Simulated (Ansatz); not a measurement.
## Electronic structure of F$_{3}$H$_{2}$Si···HF···H in real space

Input file:

```
crystal:
  periodic: [false, false, false]
  atoms:
    - {symbol: Si, position_ang: [-0.711467, 0.206680, -0.573320]}
    - {symbol: H, position_ang: [-0.480563, -0.320651, 0.965076]}
    - {symbol: F, position_ang: [-0.309626, -0.931405, -1.597482]}
    - {symbol: F, position_ang: [-2.226901, -0.216058, -0.231474]}
    - {symbol: H, position_ang: [-0.957489, 1.579117, -1.022831]}
    - {symbol: H, position_ang: [1.586853, 0.082825, 0.413221]}
    - {symbol: F, position_ang: [1.055139, 0.711669, -0.439641]}
    - {symbol: H, position_ang: [0.428513, -0.537403, 1.193678]}
    - {symbol: F, position_ang: [1.615440, -0.574674, 1.292875]}
basis:
  gaussian: {orbitals: def2-TZVPP}
hamiltonian: {xc: pbe0, dispersion: d4}
output: {orbitals: {seedname: orbitals}}
```

Command:

```sh
ansatz run in.yaml --threads 4 --pin off --events-out ev --progress --plain --max-ram 9574MiB
```

A transition-state structure; geometry: PBE0-D4/def2-TZVP.

Method: RKS PBE0-D4/def2-TZVPP in Ansatz 0.2.0.

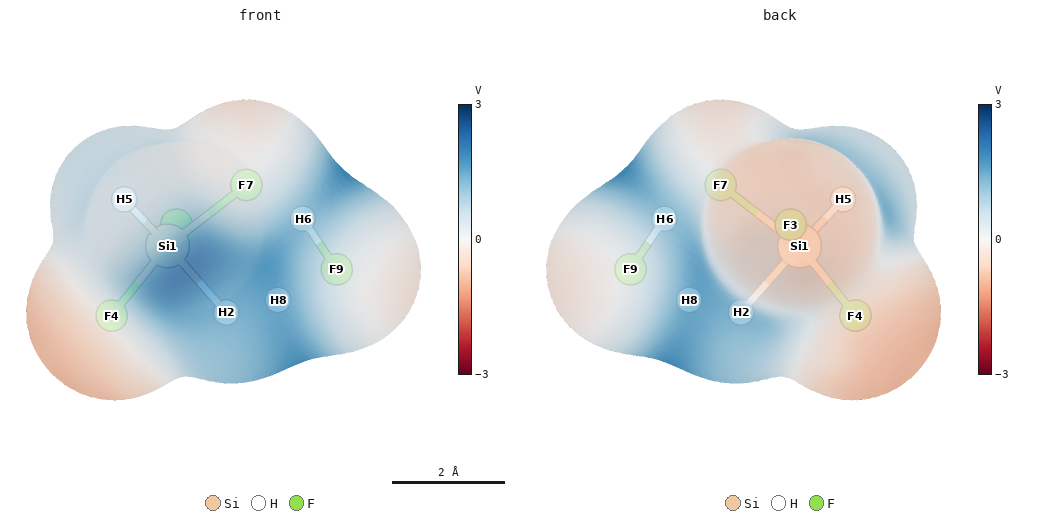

Figure 1. The electrostatic potential painted on the density surface at 0.002 e/bohr³, seen from the front and from behind; the colour scale runs from red (negative) to blue (positive).

Q: Describe the electrostatic potential map.

A: The most negative region (about −0.9 V) lies over F4, the most positive (about +2.2 V) over Si1.

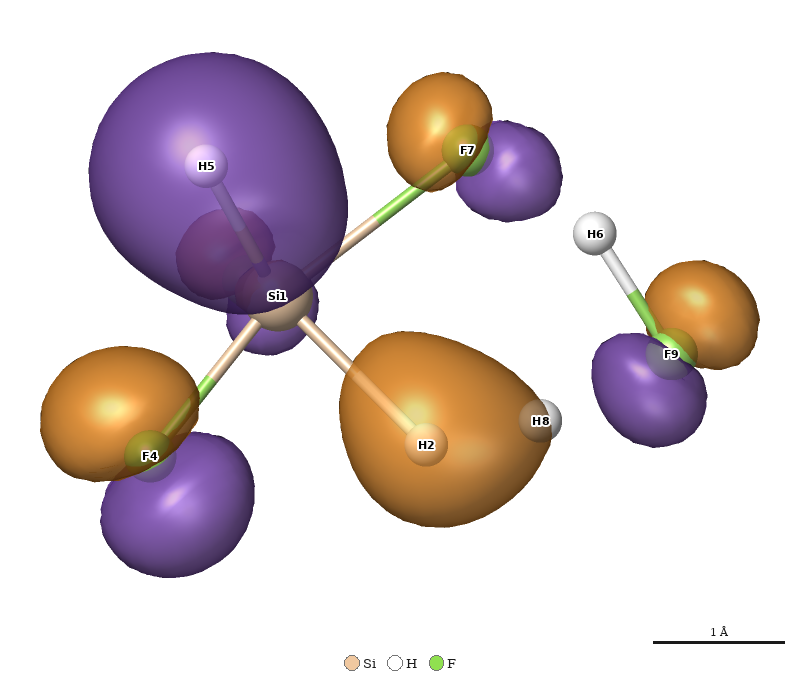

Figure 2. One frontier orbital at ±0.15 Å⁻³ᐟ² (orange and purple are the two phases), seen across its widest extent.

Q: Which orbital is it: HOMO or LUMO?

A: The HOMO, at −10.26 eV. Its weight (Hirshfeld) is mainly on H5 (about 25 %), Si1 (about 25 %), F4 (about 20 %), H2 (about 10 %) and F9 (about 10 %).

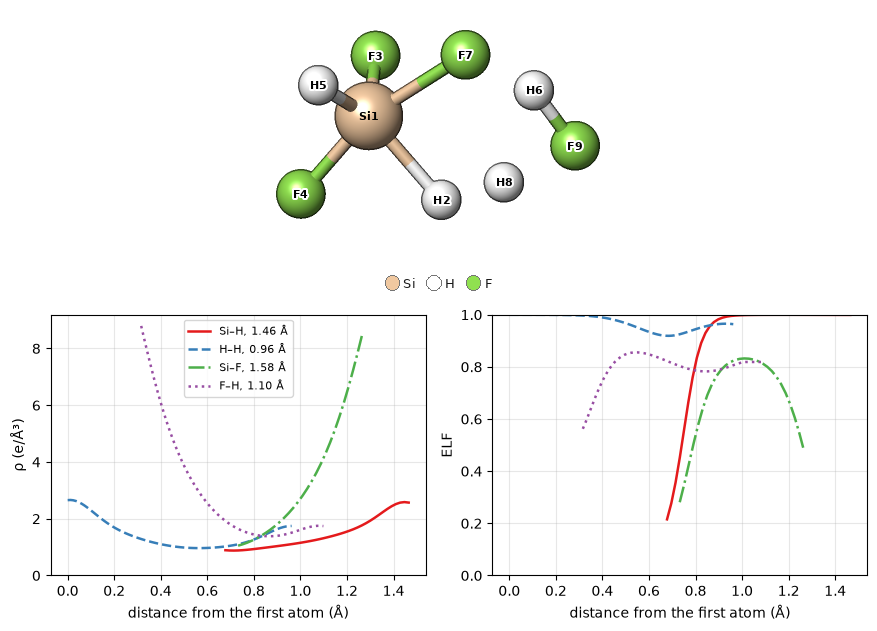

Figure 3. Electron density and electron localisation function along straight lines between neighbouring atoms. The curves leave out the atomic cores. The structure is drawn too.

Q: Compare the contacts.

A: Si–H (1.46 Å): the density is about 0.88 e/Å³ at the midpoint; the ELF climbs to about 1 towards the hydrogen, as it does in any bond to H.
H2···H8 (0.96 Å): the density falls to about 0.97 e/Å³ on the way; the ELF is about 1 at the midpoint.
Si–F (1.58 Å): ρ is about 1.2 e/Å³ halfway; the ELF peaks at about 0.85 in the valence shell of F, 0.6 Å from its nucleus, and is about 0.50 at the midpoint.
F–H (1.10 Å): ρ is about 3.1 e/Å³ halfway; the ELF peaks at about 0.85 between the atoms.

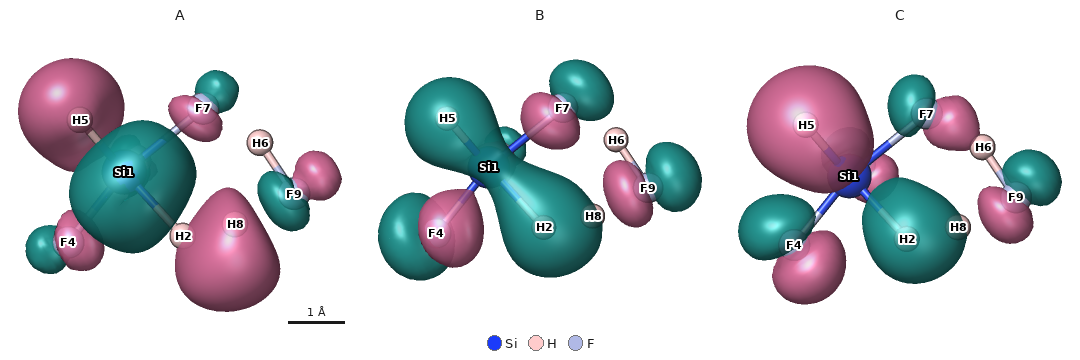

Figure 4. Three frontier orbitals at ±0.1 Å⁻³ᐟ² (teal and pink are the two phases), in no order.

Q: Which picture is the HOMO−1, the HOMO and the LUMO?

A: B is the HOMO−1 (−10.89 eV). It lies mainly on F4 (about 30 %), Si1 (about 15 %), H2 (about 15 %), F9 (about 15 %), F7 (about 10 %) and H5 (about 10 %). C is the HOMO (−10.26 eV). Its weight (Hirshfeld) is mainly on H5 (about 25 %), Si1 (about 25 %), F4 (about 20 %), H2 (about 10 %) and F9 (about 10 %). A is the LUMO (−0.64 eV). By Hirshfeld shares it lies mainly on Si1 (about 45 %), H8 (about 15 %), H2 (about 10 %), F9 (about 10 %) and H5 (about 10 %).

Q: What is the HOMO–LUMO gap?

A: 9.62 eV between the orbital energies.
